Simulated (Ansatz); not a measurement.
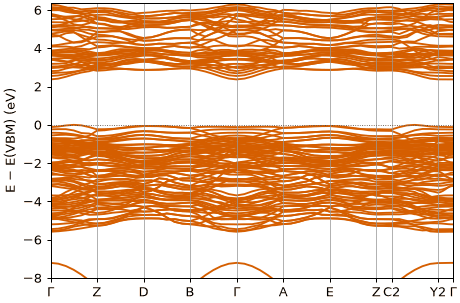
Band structure from PBEsol in the plane-wave PAW code Ansatz

The gap is 2.37 eV; an edge lies off the plotted path or next to a special point (maximum off the standard path, minimum at Γ).

The material is Ti3Bi4O12 in space group Pc (No. 7; Pearson symbol mP38).

The first step of the workflow began from a Materials Project structure, measured or hypothetical; the Crystallography Open Database copy checked does not list it. COD files the formula under space group No. 41. Its standing as an ambient phase is unchecked. Symmetry was held in the PBEsol relaxation; whether a distortion lowers the energy is not shown. No spin polarisation was allowed. Scalar-relativistic: spin–orbit coupling is off unless named, which matters more the heavier the elements.

Potentials: the later of the program's two PAW sets.
